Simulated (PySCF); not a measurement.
# Excited-state calculation of C4H9FOSi

C4H9FOSi, SMILES C=C(CCF)[SiH2]O, computed with TDDFT PBE0/def2-SVPD, vertical, gas phase, core orbitals frozen in the response (PySCF 2.14.0).

The geometry comes from this level: GFN2-xTB.

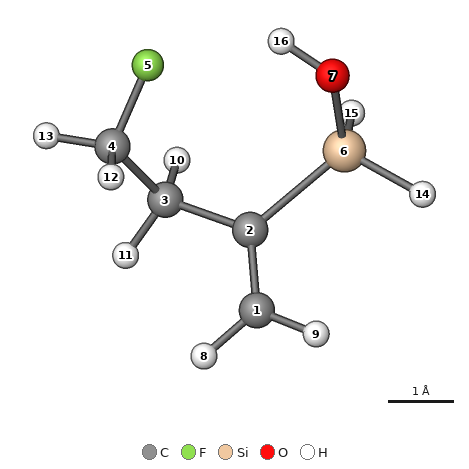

**Figure 1.** The structure (ball-and-stick view, seen on its broad side; atoms are numbered from 1 in the order of the input). Bond lengths as drawn: C–C 1.33 to 1.53 Å, C–F 1.38 Å, C–H 1.08 to 1.09 Å, C–Si 1.90 Å, H–O 0.96 Å, H–Si 1.45 to 1.47 Å and O–Si 1.62 Å.

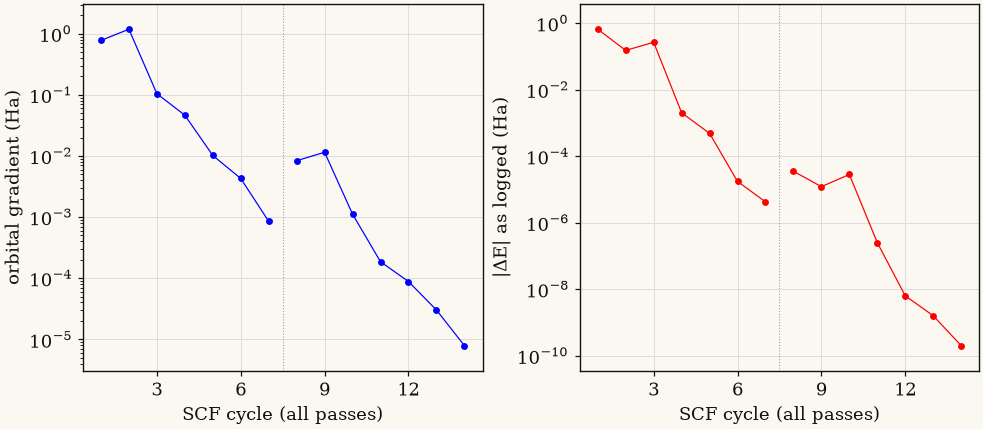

**Figure 2.** Convergence of the self-consistent field: orbital gradient and size of the energy change against the SCF cycle. The dotted line marks the change from a coarse to the final integration grid. The first 7 cycles use a coarse grid, the final grid takes over at cycle 8, and the field converges after 14 cycles in all.

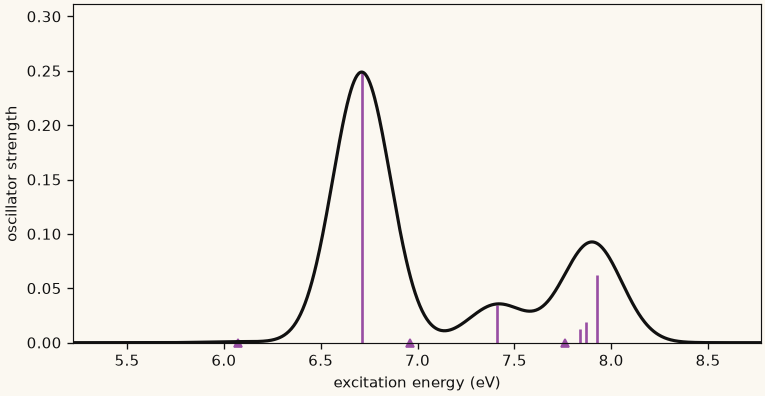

**Figure 3.** Computed excitations as sticks (degenerate states added up, dark ones marked on the axis), with a Gaussian envelope of 0.35 eV full width at half maximum, scaled to the tallest. Of the 8 states the lowest lies at 6.07 eV (f = 0.001); the strongest line is at 6.71 eV, or 185 nm (f = 0.249).

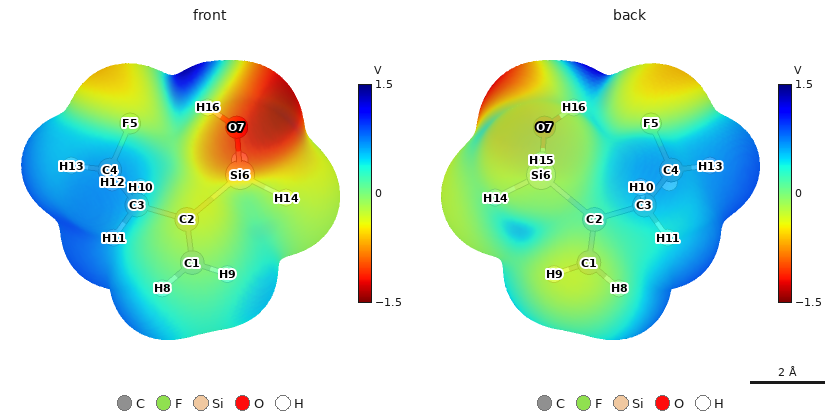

**Figure 4.** The electrostatic potential painted on the density surface at 0.001 e/bohr³, seen face on and from behind; red is negative and blue positive. Its dipole moment is 3.00 D.

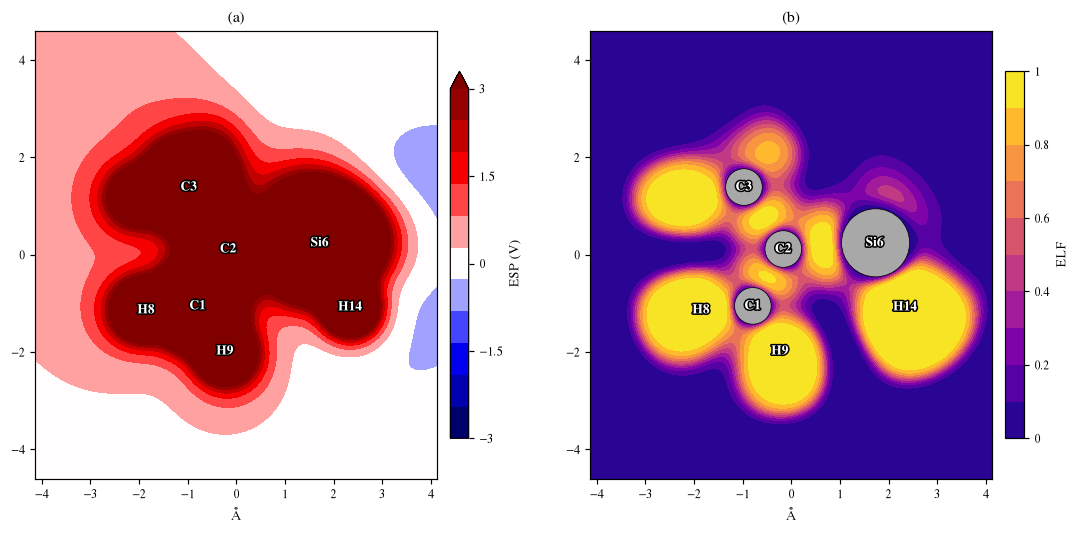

**Figure 5.** (a) electrostatic potential; (b) electron localisation function on the plane of atoms C1, C2 and Si6. Grey discs, where drawn, cover atomic cores. C–C (1.33 Å): the ELF peaks at about 0.90 between the atoms; a multiple bond by its length, whose ELF region spreads away from the axis. C–Si (1.90 Å): the ELF peaks at about 1 between the atoms (a shared electron pair). C–C (1.51 Å): the ELF peaks at about 0.95 between the atoms, which marks a covalent bond.

These pictures come from the run below.

### Input file
```
{"job": {"kind": "uv", "xc": "PBE0", "basis": "def2-SVPD", "nstates": 8, "ntriplets": 3}, "charge": 0, "multiplicity": 1}
C     -0.264779    -1.778078    -0.914667
C     -0.008931    -0.805333    -0.051468
C      1.237306     0.027377    -0.222609
C      0.946271     1.367942    -0.889381
F      0.300704     2.227680    -0.024742
Si    -1.163778    -0.422770     1.408425
O     -2.009087     0.945919     1.212415
H      0.393779    -2.014036    -1.739515
H     -1.147108    -2.388968    -0.829092
H      1.701881     0.218890     0.747134
H      1.957560    -0.496214    -0.856411
H      0.288899     1.249924    -1.756258
H      1.871101     1.874511    -1.182885
H     -2.221294    -1.418355     1.490703
H     -0.313754    -0.348946     2.603135
H     -1.576369     1.769400     0.993807
```

The first line tells a small driver script what to run in PySCF; the rest is the geometry in Å.

Launch command:
```bash
OMP_NUM_THREADS=1 python <driver script> task.json out
```

### Log
```
coarse grid: 13720 points
cycle   1  E = -621.4028493714  dE =  6.605e-01  |g| = 7.771e-01  |ddm| = 5.394e+00
cycle   2  E = -621.2505051165  dE =  1.523e-01  |g| = 1.186e+00  |ddm| = 1.970e+00
cycle   3  E = -621.5176371989  dE = -2.671e-01  |g| = 1.045e-01  |ddm| = 1.134e+00
cycle   4  E = -621.5196713054  dE = -2.034e-03  |g| = 4.644e-02  |ddm| = 2.163e-01
cycle   5  E = -621.5201582526  dE = -4.869e-04  |g| = 1.020e-02  |ddm| = 7.238e-02
cycle   6  E = -621.5201757483  dE = -1.750e-05  |g| = 4.278e-03  |ddm| = 2.039e-02
cycle   7  E = -621.5201799991  dE = -4.251e-06  |g| = 8.518e-04  |ddm| = 6.699e-03
final grid: 127920 points
cycle   8  E = -621.6087511888  dE = -3.543e-05  |g| = 8.364e-03  |ddm| = 1.234e-01
cycle   9  E = -621.6087390199  dE =  1.217e-05  |g| = 1.149e-02  |ddm| = 2.498e-02
cycle  10  E = -621.6087673488  dE = -2.833e-05  |g| = 1.116e-03  |ddm| = 1.313e-02
cycle  11  E = -621.6087676012  dE = -2.524e-07  |g| = 1.858e-04  |ddm| = 1.336e-03
cycle  12  E = -621.6087676075  dE = -6.367e-09  |g| = 8.811e-05  |ddm| = 4.314e-04
cycle  13  E = -621.6087676091  dE = -1.603e-09  |g| = 3.018e-05  |ddm| = 1.686e-04
cycle  14  E = -621.6087676093  dE = -2.028e-10  |g| = 7.887e-06  |ddm| = 5.538e-05
converged SCF energy = -621.6087676093

Static polarisability (au): isotropic 78.517, principal 65.738 82.467 87.347

Singlet excitations
state   eV       nm        f      main configurations
  1   6.0709    204.2   0.00094   H-1->L 0.96
  2   6.7112    184.7   0.24889   H->L 0.93
  3   6.9600    178.1   0.00099   H-2->L 0.94
  4   7.4116    167.3   0.03504   H->L+1 0.93
  5   7.7604    159.8   0.00161   H-3->L 0.64, H-1->L+2 0.24
  6   7.8380    158.2   0.01227   H-1->L+2 0.48, H->L+2 0.23, H-3->L 0.14
  7   7.8712    157.5   0.01921   H-1->L+1 0.71, H->L+2 0.21
  8   7.9247    156.5   0.06230   H->L+2 0.41, H-1->L+1 0.19, H-1->L+2 0.15

Triplet excitations (Tamm-Dancoff, eV): 4.1954 5.5678 6.7082
```

### Summary

```json
{"quantity": "outcome", "value": "converged"}
{"quantity": "total energy", "value": "−621.608768 hartree"}
{"quantity": "HOMO", "value": "−7.87 eV"}
{"quantity": "LUMO", "value": "−0.63 eV"}
{"quantity": "dipole moment", "value": "3.00 D"}
{"quantity": "mean polarisability", "value": "78.52 a.u."}
{"quantity": "lowest singlet excitation", "value": "6.07 eV"}
{"quantity": "hardware", "value": "1 CPU thread, shared host"}
{"quantity": "wall time", "value": "47 s"}
{"quantity": "peak memory", "value": "0.82 GiB"}
```
